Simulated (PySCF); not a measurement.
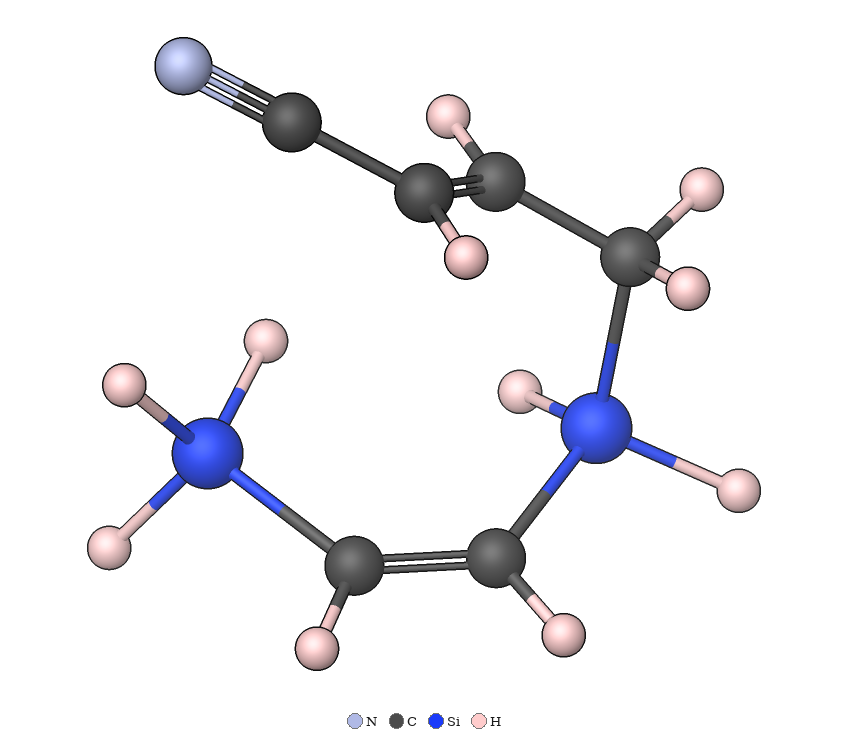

Rendered structure (ball-and-stick style).

> Give the formula.

C6H11NSi2, 20 atoms: 6 carbon, 11 hydrogen, 1 nitrogen and 2 silicon.

> Which point group does it belong to?

C1.

More results for the same structure follow; atom numbers are the same in all pictures, views and colours differ. Computed geometry: PBE0-D3(BJ)/def2-SVP optimisation. No frequency run is at hand to confirm it as a minimum.

### Geometry

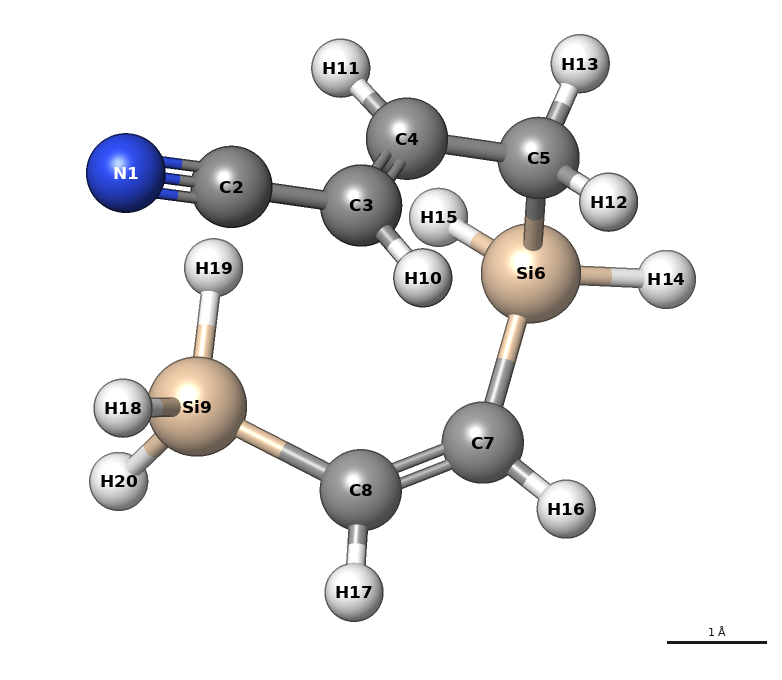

Atoms carry their numbers in the input. No frequency run is at hand to confirm it as a minimum.

Estimate the angles C2–C3–C4, C2–C3–H10, C3–C4–H11, C4–C3–H10, C4–C5–Si6, C5–Si6–C7, C5–Si6–H14, Si6–C5–H12, Si6–C7–H16, C7–C8–Si9, C7–C8–H17, C8–Si9–H18.

| angle | degrees |
| --- | --- |
| C2–C3–C4 | 122.5 |
| C2–C3–H10 | 116.5 |
| C3–C4–H11 | 118.0 |
| C4–C3–H10 | 121.0 |
| C4–C5–Si6 | 111.7 |
| C5–Si6–C7 | 109.2 |
| C5–Si6–H14 | 107.4 |
| Si6–C5–H12 | 106.8 |
| Si6–C7–H16 | 114.7 |
| C7–C8–Si9 | 129.0 |
| C7–C8–H17 | 116.8 |
| C8–Si9–H18 | 109.5 |

### NMR shielding

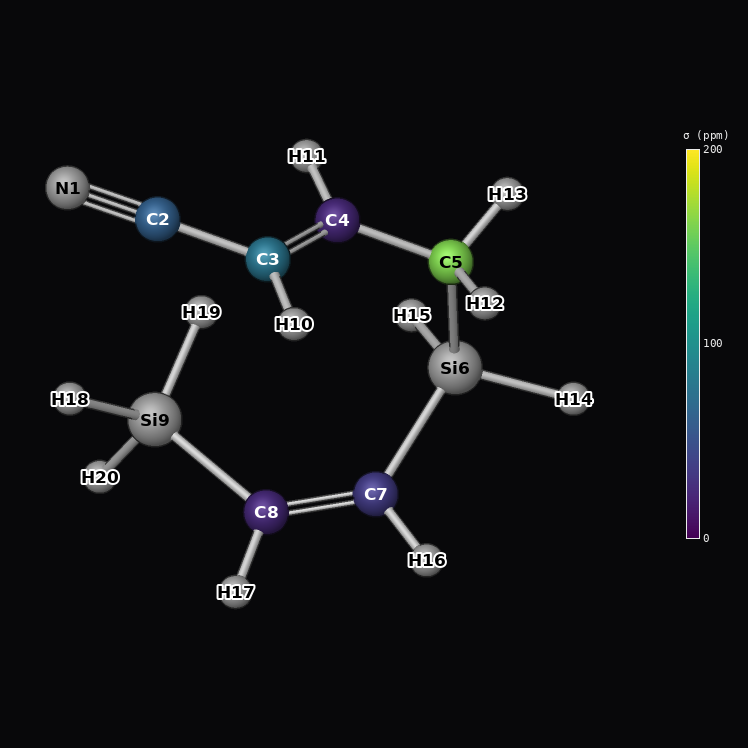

Atoms are coloured by their isotropic NMR shieldings (C only, the others grey). No frequency run is at hand to confirm it as a minimum. Method: GIAO PBE0/pcSseg-1 NMR shielding, non-relativistic, gas phase (PySCF 2.14.0).

List the isotropic NMR shieldings of the C atoms.

| atom | σ (ppm) |
| --- | --- |
| C2 | 61.2 |
| C3 | 77.7 |
| C4 | 22.9 |
| C5 | 161.2 |
| C7 | 35.7 |
| C8 | 24.0 |

### Bond orders

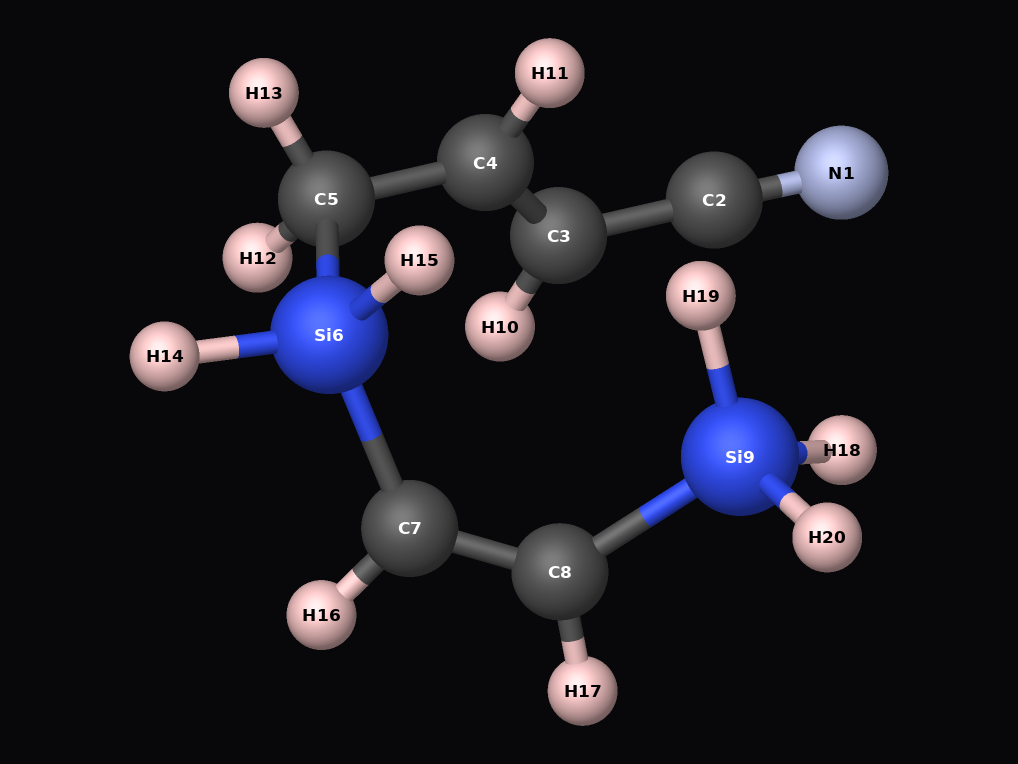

Every bond is drawn as one stick. No frequency run is at hand to confirm it as a minimum. Computed with PBE0/pcSseg-1 in acetone (IEF-PCM) (PySCF 2.14.0).

List the Mayer bond orders of N1–C2, C2–C3, C3–C4, C4–C5, C5–Si6, Si6–C7, C7–C8, C8–Si9 (bonds between heavy atoms, one of each equivalent set).

| bond | Mayer order | length (Å) |
| --- | --- | --- |
| N1–C2 | 3.00 | 1.161 |
| C2–C3 | 1.09 | 1.424 |
| C3–C4 | 1.73 | 1.347 |
| C4–C5 | 1.09 | 1.479 |
| C5–Si6 | 0.85 | 1.913 |
| Si6–C7 | 0.90 | 1.874 |
| C7–C8 | 1.94 | 1.347 |
| C8–Si9 | 0.90 | 1.880 |

### Quadrupole coupling

No frequency run is at hand to confirm it as a minimum. Electric field gradients from the ground-state density, PBE0/pcSseg-1 in acetone (IEF-PCM) (PySCF 2.14.0), non-relativistic apart from any core potentials.

Give the largest field-gradient component, the quadrupole coupling constant and the asymmetry for 14N at N1 (Q = 20.44 mb).

```
atom  V_zz (a.u.)  e²qQ/h (MHz)     η
  N1       −0.831         −3.99  0.20
```
